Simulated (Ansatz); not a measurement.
CdS (zinc blende), energy over volume and axial ratio

CdS (zinc blende)

```yaml
crystal:
  lattice:
    - [0.00000, 2.96355, 2.96355]
    - [2.96355, 0.00000, 2.96355]
    - [2.96355, 2.96355, 0.00000]
  atoms:
    - { symbol: S, position: [0.75000, 0.75000, 0.75000] }
    - { symbol: Cd, position: [0.00000, 0.00000, 0.00000] }
```

Grid over V/V₀ and (c/a)/(c/a)₀, subscript 0 meaning the relaxed cell; the conventional c axis lies along z; no internal relaxation.

These are PBE (plane waves to 420 eV, PAW, scalar-relativistic; Ansatz, a quantum-chemistry and plane-wave program) values and carry that method's errors. k mesh 10×10×10 (Γ-centred), Fermi-Dirac smearing 0.05 eV. E stands for the smeared free energy. CdS was relaxed with its symmetry unable to fall. The PAW data are Ansatz's earlier set. ΔE is measured from the relaxed starting cell.

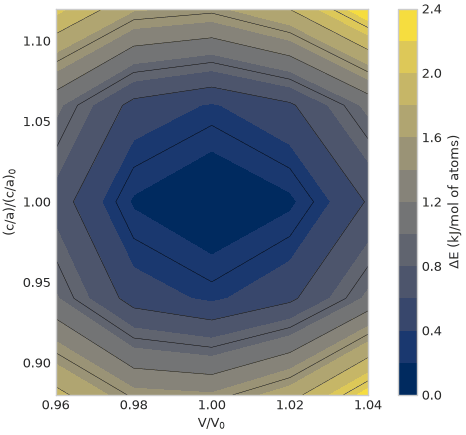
Figure: ΔE (kJ/mol of atoms) over the 5×5 grid of computed points.

The shear modulus C′ = (C11 − C12)/2 (fit, atoms clamped) comes out as 9.8 GPa. Lowest place on the grid: V/V₀ = 1.000, (c/a)/(c/a)₀ = 1.000 (0.0 meV/atom). Highest place on the grid: V/V₀ = 1.040, (c/a)/(c/a)₀ = 1.120 (24.4 meV/atom).

Near the relaxed cell σzz − σxx = −2Cδ (compression positive), C being this modulus and δ the logarithm of the ratio.

(A scan under strain: stresses follow from slopes of the energy per volume, elastic moduli from its curvatures.)
